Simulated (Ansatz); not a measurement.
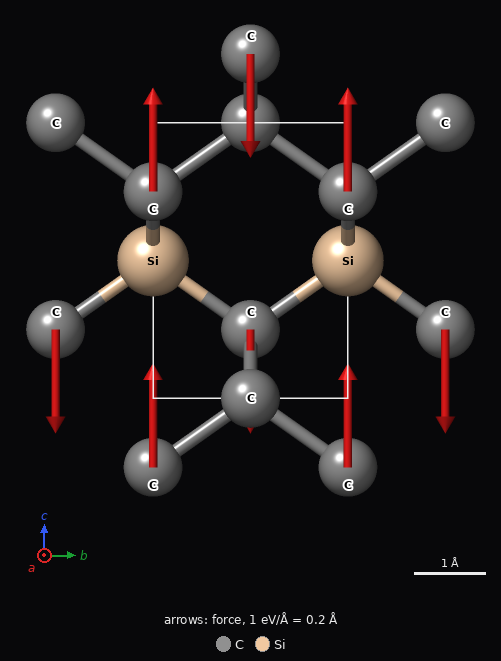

Starting geometry of crystalline SiC3 (a generated structure, set up in P-4m2) with the computed forces as red arrows. Style: ball-and-stick. Shown: the cell of the calculation, along the a axis.

The calculation used DFT, PBE, plane waves, PAW (Ansatz 0.2.0).

Input
```yaml
crystal:
  lattice:
    - [2.7679234093, 0.0, 0.0]
    - [0.0, 2.7679234093, 0.0]
    - [0.0, 0.0, 3.9144348251]
  atoms:
    - { symbol: C, position: [0.5, 0.0, 0.75] }
    - { symbol: C, position: [0.5, 0.5, 0.0] }
    - { symbol: C, position: [0.0, 0.5, 0.25] }
    - { symbol: Si, position: [0.0, 0.0, 0.5] }
kpoints:
  mp_grid: { grid: [8, 8, 6] }
hamiltonian:
  xc: pbe
scf:
  occupations: { method: fermi_dirac, width: 0.02 }
relax:
  f_tol: 0.005
  cell: {}
```

Launched with:
```bash
ansatz run input.yaml --threads 2 --pin off --max-ram 2211MiB --backend cpu --events-out ev --progress --plain --runs-dir out
```

Question: Is this structure relaxed? If not, where do the atoms go?

Answer: It isn't relaxed: the largest force vector, on C atoms, is 7.41 eV/Å. The atoms end up moving mostly along the starting forces (cosine between the two patterns 1.00). The energy falls by 1.348 eV per cell of the calculation in 8 accepted moves (10 points after the start). The largest force component goes from 7.4 to 0.00037 eV/Å. The pressure goes from 41.78 to 0.00 GPa. At 2 points the geometry stayed and the basis and grid were re-selected for the new cell (energy shift of 12.2 meV per cell of the calculation at most each time). The largest moves relative to the cell, 0.16 Å, are those of C1 and C3. C3 goes along −c. Si stays in place. Cell: a = b 2.768 → 2.803 Å (+1.3 %), c 3.914 → 4.112 Å (+5.0 %). Volume +7.7 %. Near-neighbour distances that change, for instance: C1–Si4 1.695 → 1.835 Å, C1–C2 1.695 → 1.650 Å. Among the angles between lasting bonds that change: Si4–C1–Si4 109.5° → 99.6°, C1–Si4–C1 109.5° → 99.6°, C2–C1–C2 109.5° → 116.2°. The space group stays P-4m2 (No. 115).
